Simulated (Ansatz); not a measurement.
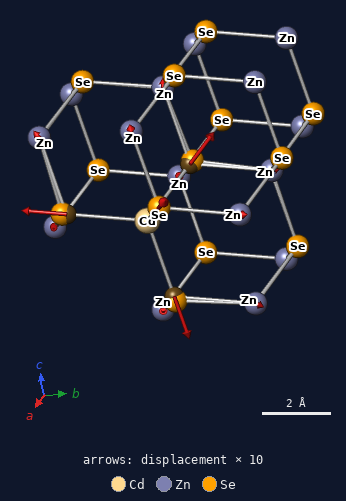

A relaxation of a defect cell of composition Zn26CdSe27. The starting structure is drawn faded, the final one solid; red arrows show the displacements, 10 times their true length.

The picture is a ball-and-stick view of the atoms within 5.0 Å of the atom that moves most (axes of the cell of the calculation), seen from a free direction.

All numbers below come from DFT, PBE, plane-wave PAW, default files, scalar-relativistic, frozen cores (Ansatz). Set-up: plane-wave cutoff 420 eV; k-point mesh 3 × 3 × 3; occupations fermi dirac; smearing width 0.01 eV; no spin polarisation; potentials kind: paw, frozen_core: stored; atoms relaxed in a fixed cell; force threshold 0.02 eV/Å; at most 50 steps.

Q: Which element moves most?

A: Selenium: up to 0.14 Å, against 0.03 Å for zinc.

Q: What happened in the run?

A: The largest moves, 0.14 Å, are those of Se atoms. By element the largest moves are Se 0.14 Å, Zn 0.03 Å. Cd stays in place. The lattice vectors keep their values. Some distances before and after: Cd–Se 2.454 → 2.594 Å, Se–Zn 2.454 → 2.439 Å. Among the angles between lasting bonds that change: Se–Zn–Se 109.5° → 105.9°, Cd–Se–Zn 109.5° → 106.6°, Zn–Se–Zn 109.5° → 112.2°. The energy falls by 0.431 eV per cell of the calculation in 2 accepted moves (3 points after the start). Largest force component: 0.94 eV/Å at the start, 0.019 eV/Å at the end. 1 step only repeated the SCF at the same geometry.
